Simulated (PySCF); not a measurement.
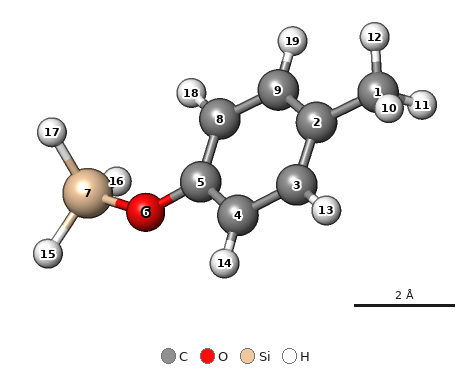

Fig. 1: The starting structure (ball-and-stick view, seen at a tilt; atoms are numbered from 1 in the order of the input).

## Geometry relaxation of C7H10OSi

- system: C7H10OSi, SMILES Cc1ccc(O[SiH3])cc1
- method: PBE0-D3(BJ)/def2-SVP geometry optimisation, gas phase (PySCF 2.14.0)

It belongs to a series of runs on one base structure; here: constitutional isomer.

### Output
```
step   0  E = -636.64348052  max force = 0.062957
step   1  E = -636.65319727  max force = 0.005574
step   2  E = -636.65344361  max force = 0.005015
step   3  E = -636.65347957  max force = 0.004650
step   4  E = -636.65365998  max force = 0.001362
step   5  E = -636.65366862  max force = 0.001201
step   6  E = -636.65368348  max force = 0.000406
optimisation converged
```

### Trajectory as extended XYZ (Å, eV, eV/Å), 7 frames, from step=0 to step=6
```
19
Properties=species:S:1:pos:R:3:forces:R:3 step=0 energy=-17323.95151
C    -3.2320    0.0976    0.3564   -0.7796   1.3846   0.2288
C    -1.7761   -0.0578    0.2100    0.2729   0.0788   0.0845
C    -1.2239   -1.3239    0.1779    2.3541   0.1638  -0.1465
C     0.1956   -1.4881    0.0711   -3.2374  -0.0338   0.1812
C     0.9966   -0.3889   -0.0251    0.9958   0.7510   0.0338
O     2.3239   -0.5909   -0.1286   -0.8822  -0.8857   0.0492
Si    3.6357    0.3679   -0.2575    0.1919   0.5429   0.0350
C     0.4586    0.8951    0.0074   -1.5834  -0.4748   0.2487
C    -0.9277    1.0511    0.1440    1.0454  -0.7878  -0.3437
H    -3.7873   -0.7222   -0.0725   -0.3390  -0.5620  -0.2989
H    -3.5327    0.1826    1.4155    0.0271  -0.0637   0.0122
H    -3.5754    1.0393   -0.1275    0.0144  -0.3711   0.1288
H    -1.8687   -2.1819    0.2430   -0.2732  -0.6007   0.0144
H     0.5840   -2.4735    0.0588    0.7248  -1.0425  -0.0498
H     4.6574   -0.6586   -0.3193    0.8783  -0.1837  -0.0602
H     3.7501    1.2642    0.9144    0.1515   0.1632   0.2421
H     3.5544    1.2052   -1.4687    0.1045   0.2134  -0.3441
H     1.0828    1.7556   -0.0519    0.6833   0.8352  -0.0931
H    -1.3460    2.0344    0.1442   -0.3490   0.8731   0.0775
19
Properties=species:S:1:pos:R:3:forces:R:3 step=1 energy=-17324.21591
C    -3.3064    0.6618   -0.0002    0.0586  -0.1832  -0.0751
C    -1.8277    0.4365   -0.1481    0.0214  -0.0378  -0.0319
C    -1.2849   -0.8552   -0.1647   -0.1910  -0.2100   0.0136
C     0.0814   -1.0800   -0.2741    0.2085   0.0514   0.0138
C     0.9631    0.0079   -0.3640   -0.2214  -0.1827   0.0286
O     2.2823   -0.2590   -0.4664    0.1925  -0.0808  -0.0118
Si    3.6297    0.7294   -0.5912   -0.0803   0.0201   0.0027
C     0.4389    1.3014   -0.3478    0.2866   0.2699  -0.0672
C    -0.9343    1.5048   -0.2516   -0.1783   0.1613   0.0572
H    -3.8835   -0.1819   -0.4140    0.0438   0.0743   0.0500
H    -3.5889    0.7651    1.0595   -0.0255   0.0095   0.0429
H    -3.6266    1.5745   -0.5181   -0.0310   0.0874  -0.0256
H    -1.9622   -1.7170   -0.0936    0.1090   0.1047  -0.0095
H     0.4991   -2.0939   -0.2883   -0.0845   0.1621  -0.0066
H     4.8056   -0.1781   -0.6677   -0.0652  -0.0421   0.0043
H     3.7519    1.6080    0.6105   -0.0277   0.0330  -0.0190
H     3.5587    1.5650   -1.8277   -0.0242   0.0295   0.0288
H     1.1095    2.1692   -0.4192   -0.0848  -0.1492  -0.0022
H    -1.3263    2.5303   -0.2530    0.0936  -0.1177   0.0069
19
Properties=species:S:1:pos:R:3:forces:R:3 step=2 energy=-17324.22261
C    -3.2899    0.6692   -0.0041    0.0072   0.0412  -0.0206
C    -1.8142    0.4318   -0.1495   -0.0540  -0.0564   0.0049
C    -1.2946   -0.8696   -0.1641    0.0959   0.1838  -0.0105
C     0.0729   -1.0880   -0.2687    0.2034  -0.1752  -0.0108
C     0.9664   -0.0150   -0.3633   -0.1315   0.1352   0.0086
O     2.2862   -0.2792   -0.4657    0.0722  -0.2579   0.0014
Si    3.6012    0.7471   -0.5896    0.0050   0.0349   0.0011
C     0.4640    1.2878   -0.3535   -0.1007  -0.0348   0.0139
C    -0.9101    1.4939   -0.2478   -0.0554   0.0961  -0.0036
H    -3.8737   -0.1659   -0.4185    0.0035   0.0061   0.0037
H    -3.5747    0.7729    1.0564   -0.0084   0.0064   0.0023
H    -3.6026    1.5896   -0.5192   -0.0094   0.0002   0.0141
H    -1.9729   -1.7254   -0.0949    0.0282   0.0193  -0.0032
H     0.4823   -2.1000   -0.2828    0.0072  -0.0094  -0.0025
H     4.7894   -0.1416   -0.6684   -0.0129  -0.0109  -0.0006
H     3.6957    1.6306    0.6111   -0.0088   0.0193  -0.0122
H     3.5012    1.5871   -1.8207   -0.0063   0.0203   0.0116
H     1.1421    2.1433   -0.4315   -0.0296  -0.0141   0.0011
H    -1.2895    2.5200   -0.2450   -0.0057  -0.0040   0.0012
19
Properties=species:S:1:pos:R:3:forces:R:3 step=3 energy=-17324.22359
C    -3.2777    0.6770   -0.0078   -0.0274   0.0895   0.0379
C    -1.8033    0.4348   -0.1511    0.0322   0.0306   0.0181
C    -1.2765   -0.8645   -0.1663   -0.0545   0.0068   0.0128
C     0.0874   -1.1109   -0.2654   -0.1796   0.2309  -0.0118
C     0.9674   -0.0331   -0.3614    0.0682   0.1248  -0.0170
O     2.2869   -0.3050   -0.4637    0.0357  -0.1372   0.0041
Si    3.5734    0.7537   -0.5875    0.0864   0.0722  -0.0039
C     0.4683    1.2732   -0.3558   -0.1404  -0.0781   0.0511
C    -0.9034    1.5011   -0.2445    0.1738  -0.2391  -0.0538
H    -3.8640   -0.1529   -0.4231   -0.0425  -0.0515  -0.0323
H    -3.5654    0.7797    1.0534    0.0110  -0.0038  -0.0296
H    -3.5885    1.6028   -0.5190    0.0289  -0.0686   0.0311
H    -1.9564   -1.7142   -0.0989   -0.1066  -0.0862   0.0078
H     0.4888   -2.1224   -0.2797    0.0325  -0.0927   0.0045
H     4.7719   -0.1187   -0.6693    0.0335   0.0182  -0.0043
H     3.6434    1.6429    0.6109    0.0128   0.0016  -0.0013
H     3.4465    1.5987   -1.8125    0.0134   0.0055  -0.0071
H     1.1524    2.1182   -0.4389    0.0676   0.1018  -0.0016
H    -1.2720    2.5279   -0.2391   -0.0450   0.0754  -0.0048
19
Properties=species:S:1:pos:R:3:forces:R:3 step=4 energy=-17324.22850
C    -3.2860    0.6752   -0.0061    0.0018  -0.0051   0.0067
C    -1.8114    0.4309   -0.1509    0.0282   0.0094   0.0001
C    -1.2838   -0.8670   -0.1658   -0.0016   0.0018   0.0023
C     0.0833   -1.0986   -0.2682   -0.0524   0.0185   0.0011
C     0.9698   -0.0230   -0.3614   -0.0027   0.0381  -0.0058
O     2.2904   -0.2999   -0.4632   -0.0040  -0.0701   0.0090
Si    3.5891    0.7483   -0.5878    0.0244   0.0488  -0.0043
C     0.4650    1.2804   -0.3525   -0.0191  -0.0467   0.0059
C    -0.9083    1.4935   -0.2483    0.0244   0.0132  -0.0058
H    -3.8748   -0.1557   -0.4207   -0.0053  -0.0081  -0.0053
H    -3.5719    0.7800    1.0545    0.0040  -0.0032  -0.0040
H    -3.5950    1.5985   -0.5182    0.0061  -0.0057   0.0011
H    -1.9627   -1.7212   -0.0975   -0.0093  -0.0148   0.0006
H     0.4892   -2.1113   -0.2828    0.0044  -0.0154   0.0005
H     4.7867   -0.1267   -0.6691    0.0021   0.0021  -0.0008
H     3.6685    1.6378    0.6097    0.0014   0.0008  -0.0005
H     3.4721    1.5932   -1.8143    0.0011   0.0015   0.0001
H     1.1432    2.1342   -0.4312    0.0035   0.0188   0.0003
H    -1.2842    2.5201   -0.2459   -0.0068   0.0161  -0.0012
19
Properties=species:S:1:pos:R:3:forces:R:3 step=5 energy=-17324.22874
C    -3.2825    0.6749   -0.0076   -0.0052   0.0161  -0.0019
C    -1.8074    0.4346   -0.1518   -0.0460  -0.0140   0.0037
C    -1.2869   -0.8658   -0.1658    0.0328   0.0119  -0.0027
C     0.0790   -1.1019   -0.2676    0.0267  -0.0317  -0.0013
C     0.9711   -0.0301   -0.3599   -0.0259   0.0451  -0.0027
O     2.2926   -0.3066   -0.4608   -0.0255  -0.0617   0.0120
Si    3.5846    0.7522   -0.5871    0.0101   0.0329  -0.0050
C     0.4686    1.2740   -0.3508    0.0334   0.0366  -0.0056
C    -0.9029    1.4962   -0.2491   -0.0044  -0.0417   0.0035
H    -3.8692   -0.1573   -0.4237    0.0052   0.0045  -0.0001
H    -3.5689    0.7777    1.0528   -0.0005  -0.0004   0.0017
H    -3.5928    1.5977   -0.5190   -0.0064   0.0076  -0.0022
H    -1.9699   -1.7177   -0.0979    0.0073   0.0089  -0.0008
H     0.4809   -2.1169   -0.2818   -0.0009   0.0011  -0.0001
H     4.7896   -0.1129   -0.6689   -0.0029  -0.0016   0.0001
H     3.6584    1.6436    0.6093    0.0001  -0.0027   0.0006
H     3.4607    1.5958   -1.8138   -0.0009  -0.0026   0.0008
H     1.1497    2.1264   -0.4284   -0.0007   0.0023   0.0000
H    -1.2753    2.5247   -0.2476    0.0037  -0.0105  -0.0002
19
Properties=species:S:1:pos:R:3:forces:R:3 step=6 energy=-17324.22914
C    -3.2816    0.6771   -0.0096   -0.0026   0.0040  -0.0001
C    -1.8070    0.4325   -0.1522   -0.0071   0.0035  -0.0005
C    -1.2855   -0.8676   -0.1664    0.0059  -0.0047   0.0008
C     0.0804   -1.1035   -0.2668    0.0037  -0.0087  -0.0011
C     0.9716   -0.0310   -0.3580    0.0119   0.0118  -0.0058
O     2.2927   -0.3112   -0.4578   -0.0047  -0.0209   0.0102
Si    3.5808    0.7534   -0.5866    0.0084   0.0175  -0.0052
C     0.4713    1.2739   -0.3493    0.0045  -0.0112  -0.0004
C    -0.9008    1.4926   -0.2482   -0.0167   0.0101   0.0008
H    -3.8701   -0.1529   -0.4274    0.0023   0.0024  -0.0007
H    -3.5688    0.7794    1.0506   -0.0008  -0.0013   0.0008
H    -3.5887    1.6016   -0.5202   -0.0015   0.0021  -0.0010
H    -1.9680   -1.7198   -0.0995    0.0022   0.0038  -0.0002
H     0.4824   -2.1184   -0.2811    0.0014   0.0058  -0.0001
H     4.7885   -0.1077   -0.6683   -0.0002  -0.0003   0.0003
H     3.6519    1.6471    0.6083    0.0005  -0.0038   0.0017
H     3.4522    1.5950   -1.8142   -0.0011  -0.0035  -0.0001
H     1.1516    2.1271   -0.4261   -0.0054  -0.0039   0.0008
H    -1.2736    2.5210   -0.2467   -0.0008  -0.0029   0.0000
```

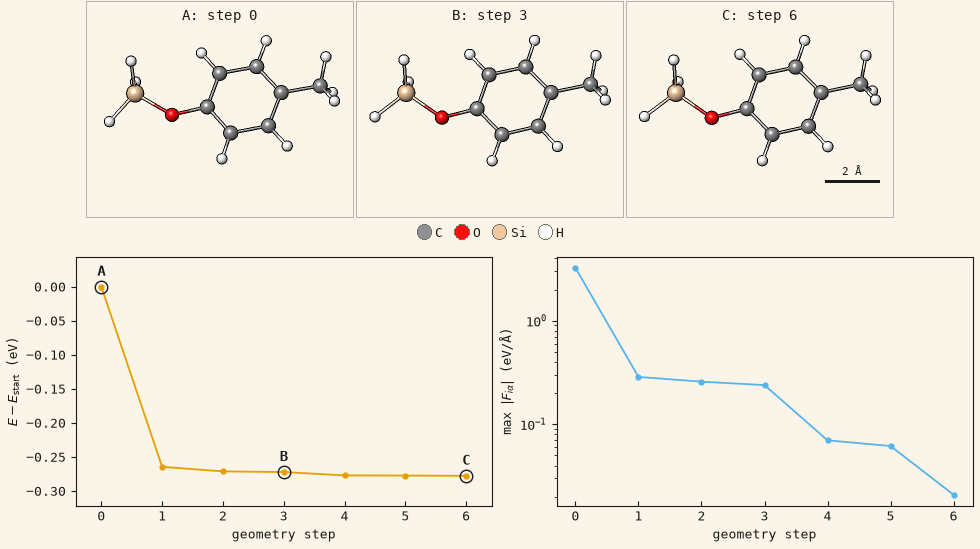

Fig. 2: Frames of the relaxation (ball-and-stick view, seen at a tilt) above the curves, on which the letters mark them (steps are counted from 0).

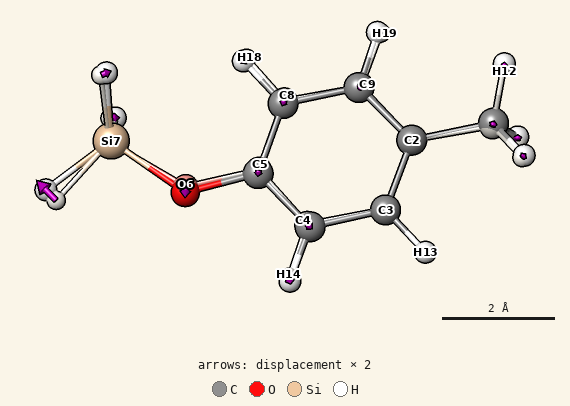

Fig. 3: Start (faint) and end (solid) with the displacements as pink arrows, magnified 2 times (ball-and-stick view, seen at a tilt). The two geometries are laid on each other by the best rigid fit. H15 moves most after the best rigid fit: 0.27 Å. By element the largest moves are H 0.27 Å, O 0.12 Å, C 0.08 Å, Si 0.04 Å. Among the contacts that change: O6–Si7 1.630 → 1.676 Å, C3–C4 1.433 → 1.390 Å, Si7–H15 1.450 → 1.485 Å, C4–C5 1.364 → 1.398 Å. Among the angles that change: C5–O6–Si7 135.3° → 128.6°, O6–Si7–H15 98.9° → 105.1°, C5–C4–H14 122.3° → 118.5°. Over 6 geometry steps the energy falls by 0.278 eV. Largest force component: 3.2 eV/Å at the start, 0.021 eV/Å at the end. (Atoms are counted from 1 in the order of the input.)

This output came from the following input.

### Input
```
{"job": {"xc": "PBE0", "basis": "def2-SVP", "d3": "d3bj", "grid": 1, "shake": 0.01, "kind": "geom"}, "charge": 0, "multiplicity": 1}
C     -3.232030     0.097560     0.356430
C     -1.776090    -0.057750     0.210040
C     -1.223860    -1.323940     0.177890
C      0.195630    -1.488140     0.071090
C      0.996610    -0.388860    -0.025070
O      2.323860    -0.590860    -0.128640
Si     3.635660     0.367890    -0.257460
C      0.458560     0.895070     0.007410
C     -0.927680     1.051140     0.144030
H     -3.787320    -0.722230    -0.072470
H     -3.532660     0.182580     1.415520
H     -3.575420     1.039330    -0.127540
H     -1.868710    -2.181940     0.243040
H      0.584010    -2.473550     0.058830
H      4.657430    -0.658590    -0.319310
H      3.750130     1.264170     0.914380
H      3.554370     1.205190    -1.468740
H      1.082840     1.755580    -0.051930
H     -1.346030     2.034420     0.144200
```

The first line tells a small driver script what to run in PySCF; the rest is the geometry in Å.

Launch command:
```bash
OMP_NUM_THREADS=1 python <driver script> task.json out
```

### Results in brief

- outcome: converged
- total energy: −636.653683 hartree
- dipole moment: 0.82 D
- point group: C1
- hardware: 1 CPU thread, shared host
- wall time: 3.2 min
- peak memory: 0.85 GiB
